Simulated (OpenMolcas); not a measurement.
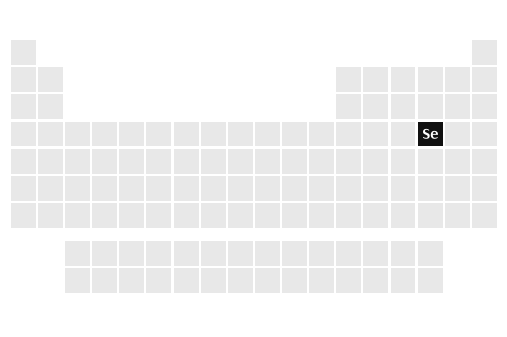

*The place of selenium in the periodic table.*

**Se³⁺: multiconfigurational calculation**

- system: Se³⁺.
- method: state-averaged CASSCF, active space 3 electrons in the shells 4s 4p, basis ANO-R0, X2C scalar Hamiltonian, spin-orbit coupling by RASSI with atomic mean-field integrals (OpenMolcas)

Input:
```
&GATEWAY
Coord
1

Se 0.0 0.0 0.0
Basis=ANO-R0
Group=XYZ
NoMove
AngMom=0.0 0.0 0.0
AMFI
&SEWARD
&RASSCF
FileOrb=start.orb
Symmetry=2
Spin=4
nActEl=4 0 0
Inactive=8 6
Ras2=1 3
CIRoot=1 1 1
SDav=1
CIMx=300
Iter=51 100
PrWF=0.3
OrbListing=Nothing
MaxOrb=0
Atom
CIOnly
>>> COPY $Project.JobIph JOB001
```

The file start.orb holds starting orbitals from an earlier step.

Command:
```bash
OMP_NUM_THREADS=1 MOLCAS_MEM=2252 MOLCAS_PROJECT=a pymolcas a.inp > a.log  # once for each step of the input, in one work folder
```

Output (extracts):
```
--- SEWARD ---
Basis set label: SE.ANO-R...4S3P1D.

      Electronic valence basis set:
      ------------------
      Associated Effective Charge  34.000000 au
      Associated Actual Charge     34.000000 au
      Nuclear Model: Finite nucleus - Gaussian distribution
        Gaussian exponent, Xi/bohr**(-2):  2.41302E+08

      Shell  nPrim  nBasis  Cartesian Spherical Contaminant
         s      21       4        X
         p      15       3        X
         d       9       1                 X
                  Relativistic X2C integrals
                  Atomic mean-field integrals
--- RASSCF ---

 Nr of active orbitals     NAC=   4
 Spin degeneracy         ISPIN=   4
 There can be no such wave function.
 ************************************************
--- Stop Module: rasscf at  /rc=_RC_INPUT_ERROR_ ---
.####################.
.# User input error #.
.####################.
```

What the run reported:

```tsv
quantity	value
outcome	refused by the program
hardware	1 CPU thread, shared host
```

Diagnosis:

The input is odd on purpose: wrong electron count. The program refused the input; the driver noted: RASSCF spin 4: _RC_INPUT_ERROR_.
